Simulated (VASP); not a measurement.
Band structure of Te (space group P3_121). All values below come from modified Becke-Johnson potential (mBJ) with spin-orbit coupling, VASP's PBE PAW potentials (set 64) (plane waves; VASP 6.6.1).

mBJ is a potential without an energy functional, so only the levels count. Without a dispersion term in the relaxation, distances and binding between the weakly bound layers, chains or molecules are unreliable, and so is what depends on them.

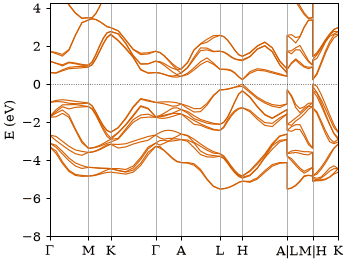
Figure: Bands along high-symmetry lines, zero at the valence-band maximum or, without a gap, the Fermi level

Problem. Read the plot: is there a gap, and where are the band edges?

Solution. The gap is direct, 0.23 eV, from the valence maximum at H to the conduction minimum at H.

The structure comes from a computed database's Te entry (P3_121); how it stands against other phases isn't given here. It was relaxed first. The cell's shape comes from a PBE relaxation.
